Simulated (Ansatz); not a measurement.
# CH$_{6}$AlNS (SMILES [CH3][Al]([NH2])[SH]): what the fields show

Input

```
crystal:
  periodic: [false, false, false]
  atoms:
    - { symbol: C, position_ang: [-1.41217, 1.08616, 0.16952] }
    - { symbol: Al, position_ang: [0.26864, 0.06688, -0.09365] }
    - { symbol: "N", position_ang: [0.55639, -1.62847, 0.36223] }
    - { symbol: S, position_ang: [1.98226, 1.07072, -1.05893] }
    - { symbol: H, position_ang: [-2.19103, 0.78091, -0.53527] }
    - { symbol: H, position_ang: [-1.25591, 2.16063, 0.02879] }
    - { symbol: H, position_ang: [-1.82195, 0.93923, 1.17239] }
    - { symbol: H, position_ang: [-0.15481, -2.20084, 0.79725] }
    - { symbol: H, position_ang: [1.39379, -2.1909, 0.27437] }
    - { symbol: H, position_ang: [1.33991, 2.23173, -1.00689] }
basis:
  gaussian: { orbitals: def2-SVP }
hamiltonian:
  xc: pbe
  dispersion: d4
relax:
  f_tol: 0.015
  max_steps: 40
output:
  orbitals: {}
```

Launched as:

```sh
ansatz run input.yaml --threads 2 --pin off --max-ram 3072MiB --backend cpu --events-out ev --progress --plain --runs-dir out
```

The fields are those of the relaxed geometry.

These are results of RKS PBE-D4/def2-SVP (Ansatz 0.2.0), not measurements.

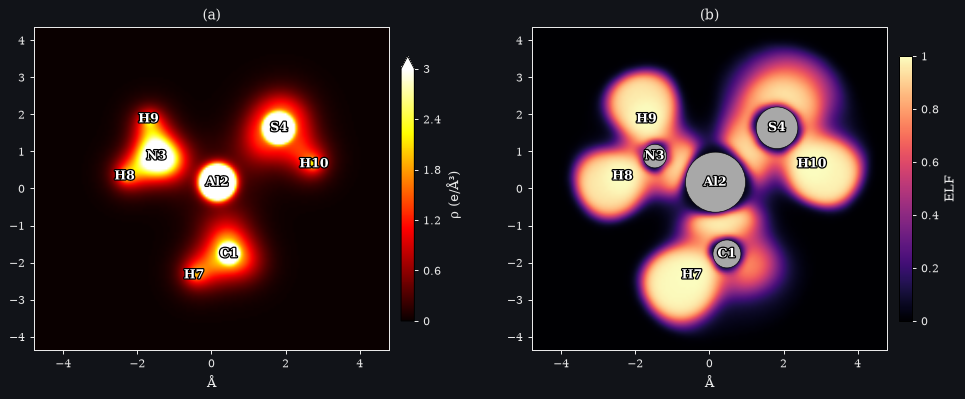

Figure 1. (a) total electron density; (b) electron localisation function on the plane of atoms Al2, N3 and H9. Grey discs cover the atomic cores in the ELF map.

Question: What does the map show?

Answer:
- The section cuts through C, Al, N, S and H sites.
- Al–N (1.78 Å): ρ is about 0.81 e/Å³ halfway; the ELF peaks at about 0.90 in the valence shell of N, 0.7 Å from its nucleus, and is about 0.60 at the midpoint.
- C–Al (1.96 Å): ρ is about 0.7 e/Å³ halfway; the ELF peaks at about 0.95 between the atoms: a shared but strongly polarised pair.
- Al–S (2.22 Å): ρ at the midpoint is about 0.63 e/Å³; the ELF peaks at about 0.90 in the valence shell of S, 1.0 Å from its nucleus, and is about 0.90 at the midpoint.
- N–H (1.02 Å): ρ at the midpoint is about 2.7 e/Å³; the ELF climbs to about 1 towards the hydrogen, as it does in any bond to H; a covalent bond by its length.
- C–H (1.11 Å): ρ is about 1.8 e/Å³ halfway; the ELF climbs to about 1 towards the hydrogen; a covalent bond by its length.
- The ELF also peaks beside S4, away from the bonds: lone-pair regions.

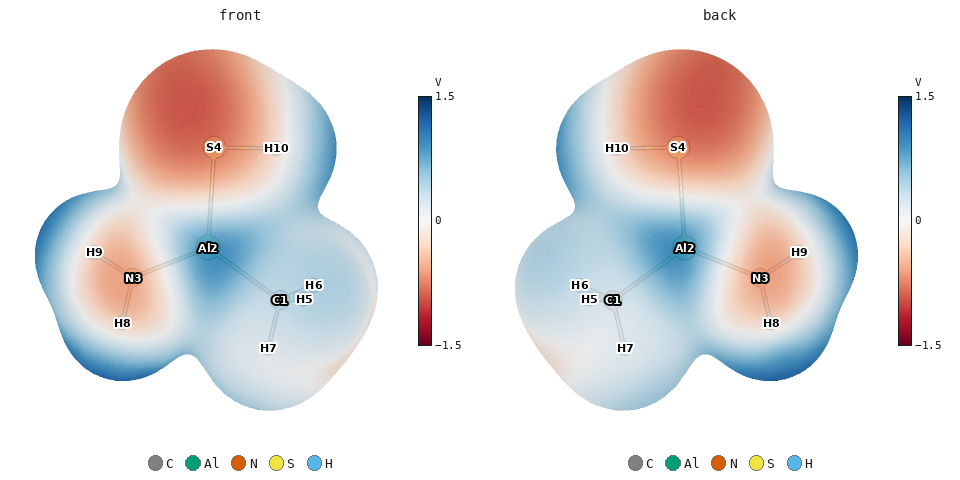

Figure 2. The electrostatic potential painted on the density surface at 0.001 e/bohr³, seen from the front and from behind; red is negative and blue positive.

Question: Where is the surface potential most negative and most positive?

Answer: The most negative region (about −0.9 V) lies over S4, the most positive (about +1.2 V) over H8.

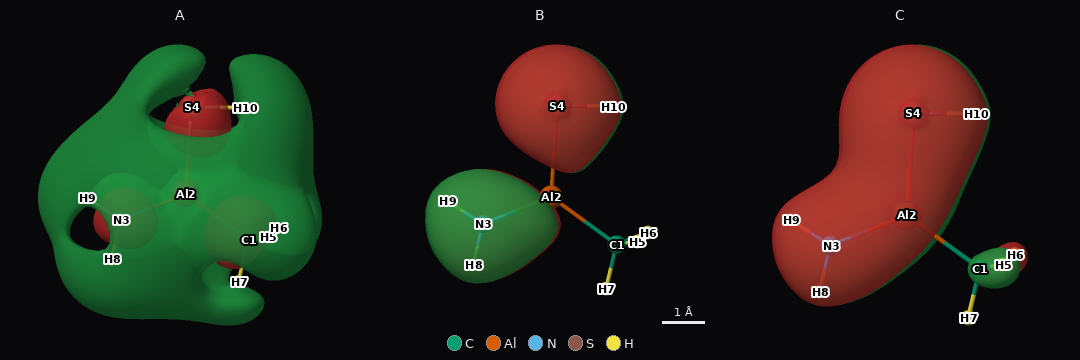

Figure 3. Three frontier orbitals at ±0.05 Å⁻³ᐟ² (green and red are the two phases), in no order.

Question: Which picture is the HOMO−1, the HOMO and the LUMO?

Answer: C is the HOMO−1 (−6.17 eV). By Hirshfeld shares it lies mainly on S4 (about 45 %), N3 (about 30 %) and Al2 (about 20 %); largely a combination of lone pairs on S4 and N3. B is the HOMO (−5.52 eV). Its weight (Hirshfeld) is mainly on N3 (about 45 %) and S4 (about 35 %); largely a combination of lone pairs on N3 and S4. A is the LUMO (−0.45 eV). It lies mainly on Al2 (about 40 %), S4 (about 15 %), C1 (about 10 %), N3 (about 10 %) and H10 (about 5 %).

Question: What is the HOMO–LUMO gap?

Answer: 5.07 eV between the orbital energies.
